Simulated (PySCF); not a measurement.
## C4H14Si3: a changed input and its effect

System: C4H14Si3, SMILES [SiH3][SiH]([SiH3])C1CCC1.
Method of run 1: GIAO mPW1PW91/pcSseg-1 NMR shielding, non-relativistic, gas phase (PySCF 2.14.0).

The geometry comes from this level: PBE0-D3(BJ)/def2-SVP. Text and figures count atoms from 1; the logs count them from 0 in places.

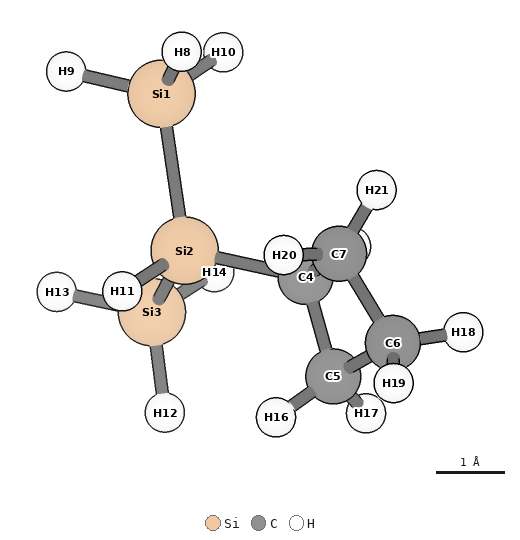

Fig. 1: The structure as given in the input (ball-and-stick view, seen at a tilt; atoms are numbered from 1 in the order of the input). Bond lengths as drawn: C–C 1.54 to 1.55 Å, C–H 1.10 Å, C–Si 1.89 Å, H–Si 1.50 Å and Si–Si 2.34 to 2.35 Å.

### Input, run 1
```
{"job": {"kind": "nmr", "xc": "mPW1PW91", "basis": "pcSseg-1", "pop": false}, "charge": 0, "multiplicity": 1}
Si     2.429659     2.402946     0.005857
Si     1.243751     0.523867    -0.745819
Si     2.595295    -1.381235    -0.540289
C     -0.344965     0.304323     0.257093
C     -1.371077    -0.775478    -0.173830
C     -2.499667     0.207858     0.188305
C     -1.476239     1.357139     0.131749
H      1.600921     3.644368    -0.110313
H      3.688459     2.597605    -0.779049
H      2.795706     2.218342     1.446140
H      0.886394     0.719153    -2.191074
H      1.881074    -2.604666    -1.024527
H      3.863657    -1.231448    -1.319669
H      2.948400    -1.585872     0.900521
H     -0.077255     0.165236     1.318491
H     -1.332053    -0.970593    -1.257994
H     -1.336325    -1.743026     0.349321
H     -2.864154     0.042852     1.214010
H     -3.369113     0.261326    -0.484510
H     -1.470971     1.850721    -0.853821
H     -1.527626     2.138286     0.905202
```

The first line tells a small driver script what to run in PySCF; the rest is the geometry in Å.

Command:
```bash
OMP_NUM_THREADS=1 python <driver script> task.json out
```

Hardware: 1 CPU thread, shared host.

### Output (run 1)
```
coarse grid: 17896 points
cycle   1  E = -1029.1720818693  dE =  2.030e-01  |g| = 3.406e-01  |ddm| = 3.981e+00
cycle   2  E = -1029.1539881908  dE =  1.809e-02  |g| = 4.362e-01  |ddm| = 7.524e-01
cycle   3  E = -1029.2043649546  dE = -5.038e-02  |g| = 4.190e-02  |ddm| = 4.853e-01
cycle   4  E = -1029.2047327213  dE = -3.678e-04  |g| = 1.352e-02  |ddm| = 5.242e-02
cycle   5  E = -1029.2047677341  dE = -3.501e-05  |g| = 6.789e-03  |ddm| = 1.955e-02
cycle   6  E = -1029.2047791591  dE = -1.142e-05  |g| = 3.018e-04  |ddm| = 6.482e-03
cycle   7  E = -1029.2047791813  dE = -2.229e-08  |g| = 1.439e-04  |ddm| = 6.446e-04
final grid: 155824 points
cycle   8  E = -1029.2446836673  dE = -2.952e-05  |g| = 4.939e-03  |ddm| = 2.899e-02
cycle   9  E = -1029.2446781758  dE =  5.492e-06  |g| = 6.808e-03  |ddm| = 1.138e-02
cycle  10  E = -1029.2446902032  dE = -1.203e-05  |g| = 3.126e-04  |ddm| = 6.616e-03
cycle  11  E = -1029.2446902205  dE = -1.730e-08  |g| = 1.742e-04  |ddm| = 5.144e-04
cycle  12  E = -1029.2446902281  dE = -7.506e-09  |g| = 3.242e-05  |ddm| = 1.774e-04
cycle  13  E = -1029.2446902283  dE = -2.515e-10  |g| = 7.270e-06  |ddm| = 4.974e-05
converged SCF energy = -1029.2446902283

GIAO shielding tensors (ppm)
atom      isotropic    diamagn.    paramagn.     s11        s22        s33       span
  0 Si     456.311     880.163    -423.853    447.597    454.989    466.346     18.749
  1 Si     417.852     882.164    -464.311    369.794    402.174    481.589    111.795
  2 Si     456.360     880.498    -424.138    447.804    454.946    466.331     18.526
  3 C      163.339     252.358     -89.019    147.136    167.999    174.881     27.745
  4 C      153.152     248.168     -95.016    138.113    147.320    174.023     35.909
  5 C      157.616     252.838     -95.222    141.272    161.885    169.690     28.418
  6 C      153.162     250.207     -97.044    138.154    147.324    174.008     35.854
  7 H       27.696      28.885      -1.189     23.995     26.344     32.749      8.754
  8 H       27.899      28.474      -0.575     24.471     25.604     33.622      9.152
  9 H       27.913      29.146      -1.234     24.824     26.030     32.884      8.060
 10 H       27.638      30.528      -2.890     24.669     26.300     31.944      7.275
 11 H       27.696      29.390      -1.693     23.993     26.348     32.747      8.754
 12 H       27.900      28.825      -0.924     24.464     25.611     33.626      9.162
 13 H       27.915      29.529      -1.615     24.831     26.034     32.878      8.047
 14 H       29.566      34.384      -4.818     26.555     29.935     32.209      5.653
 15 H       29.369      32.054      -2.685     26.100     29.331     32.675      6.574
 16 H       29.332      31.526      -2.194     25.401     27.281     35.315      9.915
 17 H       29.096      30.783      -1.686     26.304     26.661     34.324      8.020
 18 H       29.389      29.604      -0.216     25.486     25.882     36.797     11.310
 19 H       29.366      31.847      -2.481     26.097     29.315     32.686      6.588
 20 H       29.330      31.125      -1.795     25.406     27.256     35.328      9.922
```

The input of run 2 differs as follows (lines with − go, lines with + come):
```diff
-"xc": "mPW1PW91"
+"xc": "PBE0"
-"pop": false
```

How does run 2 compare with run 1?

The total energies belong to different methods, so their difference says nothing on which is more stable or more accurate. Of all shieldings, the largest change is that of Si1 and Si3, by +3.5 ppm. The functional changes from mPW1PW91 to PBE0. The number of SCF iterations is the same.

### Output (run 2)
```
coarse grid: 17896 points
cycle   1  E = -1028.6032668700  dE =  2.062e-01  |g| = 3.405e-01  |ddm| = 3.979e+00
cycle   2  E = -1028.5847198597  dE =  1.855e-02  |g| = 4.369e-01  |ddm| = 7.502e-01
cycle   3  E = -1028.6351156752  dE = -5.040e-02  |g| = 4.284e-02  |ddm| = 4.874e-01
cycle   4  E = -1028.6354987613  dE = -3.831e-04  |g| = 1.321e-02  |ddm| = 5.275e-02
cycle   5  E = -1028.6355313440  dE = -3.258e-05  |g| = 6.861e-03  |ddm| = 1.926e-02
cycle   6  E = -1028.6355429775  dE = -1.163e-05  |g| = 3.165e-04  |ddm| = 6.535e-03
cycle   7  E = -1028.6355430015  dE = -2.399e-08  |g| = 1.435e-04  |ddm| = 6.461e-04
final grid: 155824 points
cycle   8  E = -1028.6769161744  dE = -2.604e-05  |g| = 7.312e-03  |ddm| = 2.960e-02
cycle   9  E = -1028.6769044898  dE =  1.168e-05  |g| = 9.908e-03  |ddm| = 1.651e-02
cycle  10  E = -1028.6769299104  dE = -2.542e-05  |g| = 5.867e-04  |ddm| = 9.829e-03
cycle  11  E = -1028.6769299778  dE = -6.747e-08  |g| = 2.020e-04  |ddm| = 7.997e-04
cycle  12  E = -1028.6769299880  dE = -1.019e-08  |g| = 4.095e-05  |ddm| = 2.011e-04
cycle  13  E = -1028.6769299884  dE = -3.661e-10  |g| = 1.247e-05  |ddm| = 6.593e-05
converged SCF energy = -1028.6769299884

GIAO shielding tensors (ppm)
atom      isotropic    diamagn.    paramagn.     s11        s22        s33       span
  0 Si     459.776     880.109    -420.333    450.960    458.644    469.724     18.763
  1 Si     419.828     881.960    -462.132    370.914    404.039    484.531    113.617
  2 Si     459.821     880.429    -420.607    451.163    458.596    469.705     18.543
  3 C      163.955     251.903     -87.948    147.660    168.814    175.392     27.732
  4 C      153.941     248.048     -94.107    138.874    147.909    175.040     36.166
  5 C      158.654     252.831     -94.176    142.298    162.958    170.708     28.410
  6 C      153.952     250.129     -96.177    138.918    147.913    175.026     36.109
  7 H       27.617      28.802      -1.185     23.892     26.256     32.705      8.813
  8 H       27.826      28.430      -0.605     24.379     25.518     33.580      9.201
  9 H       27.839      29.055      -1.216     24.733     25.947     32.839      8.106
 10 H       27.552      30.398      -2.846     24.591     26.201     31.863      7.272
 11 H       27.617      29.285      -1.668     23.890     26.260     32.702      8.812
 12 H       27.827      28.775      -0.948     24.372     25.525     33.584      9.211
 13 H       27.841      29.429      -1.587     24.740     25.950     32.834      8.093
 14 H       29.486      34.201      -4.715     26.474     29.856     32.129      5.654
 15 H       29.306      31.951      -2.645     26.023     29.282     32.612      6.589
 16 H       29.263      31.429      -2.166     25.314     27.204     35.272      9.959
 17 H       29.032      30.741      -1.709     26.215     26.594     34.288      8.073
 18 H       29.331      29.580      -0.249     25.396     25.811     36.785     11.389
 19 H       29.303      31.772      -2.468     26.020     29.266     32.623      6.603
 20 H       29.261      31.062      -1.801     25.319     27.179     35.285      9.966
```

### The two runs side by side

| quantity | run 1 | run 2 |
| --- | --- | --- |
| outcome | converged | converged |
| total energy (hartree) | −1029.244690 | −1028.676930 |
| HOMO (eV) | −7.77 | −7.75 |
| LUMO (eV) | −0.07 | −0.09 |
| dipole moment (D) | 1.21 | 1.22 |
| shielding of Si1 (ppm) | 456.3 | 459.8 |
| shielding of Si2 (ppm) | 417.9 | 419.8 |
| shielding of Si3 (ppm) | 456.4 | 459.8 |
| shielding of C4 (ppm) | 163.3 | 164.0 |
| shielding of C5 (ppm) | 153.2 | 153.9 |
| shielding of C6 (ppm) | 157.6 | 158.7 |
| shielding of C7 (ppm) | 153.2 | 154.0 |
| SCF iterations | 13 | 13 |
| basis functions | 210 | 210 |
| wall time (shared host) | 70 s | 77 s |
